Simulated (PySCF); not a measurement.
C6H19N3Si, SMILES `CN(C)[SiH](N(C)C)N(C)C`.

Method: ωB97X/def2-SVP; geometry: GFN2-xTB; program: PySCF. No frequency check shows the geometry to be a minimum.

Input

```python
import numpy as np
from pyscf import gto, scf, dft
from pyscf.scf import atom_ks, atom_hf
from scipy.linalg import block_diag

def solve(mol, dm0=None, hcore=None):
    mf = (dft.UKS if mol.spin else dft.RKS)(mol, xc='wb97x')
    mf.grids.level = 3
    mf = mf.density_fit(auxbasis='def2-universal-jkfit')
    mf.conv_tol, mf.max_cycle = 1e-8, 80
    if hcore is not None:
        mf.get_hcore = lambda *args: hcore
    mf.kernel(dm0)
    if not mf.converged:
        mf = mf.newton().run(mf.mo_coeff, mf.mo_occ, max_cycle=30)
    assert mf.converged, 'SCF not converged'
    return mf

mol = gto.M(atom='''
C      1.30318    -2.33748    -0.20687
N      0.07678    -1.58914    -0.09743
C     -1.08038    -2.44461    -0.16679
Si    -0.00378     0.05994    -0.58591
N     -1.52329     0.64109     0.00341
C     -1.92284     0.47316     1.37860
C     -2.22912     1.71772    -0.63818
N      1.45776     0.78055    -0.00433
C      2.02642     1.94719    -0.62472
C      1.90404     0.61877     1.35721
H      1.33478    -2.92046    -1.13600
H      1.39371    -3.03565     0.63205
H      2.14772    -1.65725    -0.19830
H     -1.08080    -3.14460     0.67536
H     -1.98143    -1.84234    -0.13109
H     -1.08959    -3.03161    -1.09378
H     -0.02113     0.32800    -2.02994
H     -1.36923    -0.34871     1.82266
H     -1.73492     1.38142     1.96659
H     -2.99471     0.25232     1.43623
H     -2.03469     2.68162    -0.14864
H     -1.92184     1.79132    -1.67715
H     -3.30799     1.53358    -0.60198
H      3.11943     1.88321    -0.61361
H      1.73699     2.86852    -0.10153
H      1.69040     2.01659    -1.65506
H      1.44868    -0.26733     1.78907
H      1.63679     1.48705     1.97410
H      2.99411     0.50917     1.38675
''', basis='def2-svp', charge=0, spin=0, verbose=4)
mf = solve(mol)
mf.analyze()
# spherically averaged free atoms, for the promolecule
atm = atom_ks.get_atm_nrks(mol, xc='wb97x')
pro = block_diag(*[(atm[a[0]][2] * atm[a[0]][3]) @ atm[a[0]][2].T for a in mol._atom])
np.savez('result.npz', e=mf.e_tot, c=mf.mo_coeff, occ=mf.mo_occ, eps=mf.mo_energy, pro=pro, dip=mf.dip_moment(verbose=0), s2=mf.spin_square()[0])
```

Command:

```sh
OMP_NUM_THREADS=1 python input.py
```

The run took 3.2 min on 1 thread of Arm Neoverse N1, with other jobs on the host, peak memory 1.2 GiB.

Partitions, critical points and surface values were worked out afterwards from this run's density.

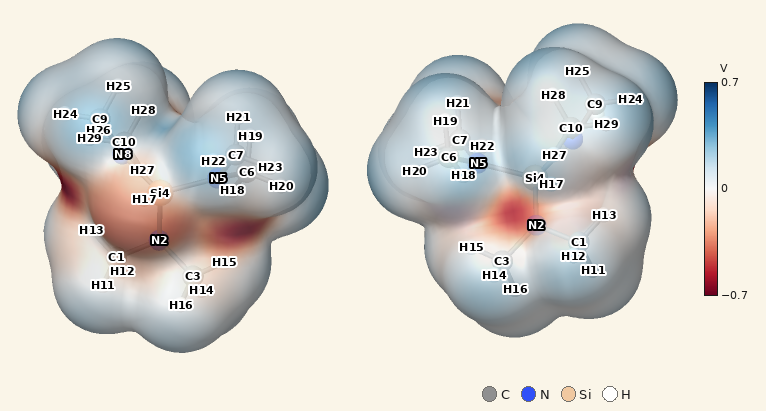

Electrostatic potential on the surface of electron density 0.001 a.u. (back view left, front view right).

Where are the extremes of the potential on the surface?

Highest: 0.34 V, about equally far (1.9 Å) from H22 and H26. Further maxima include 0.28 V, 1.4 Å from H20; 0.27 V, 1.4 Å from H23. Lowest: −0.66 V, near H13 (1.84 Å) and N8 (2.01 Å). Further minima include −0.56 V, near H14 (1.92 Å), N2 (1.96 Å) and H18 (2.03 Å); −0.38 V, 1.5 Å from H17. The surface is sampled at points, so like sites can differ by a few per cent and only the strongest of them is named.

What volume does the surface enclose, and what is the dipole moment?

About 240 Å³; the dipole moment is 0.6 D.
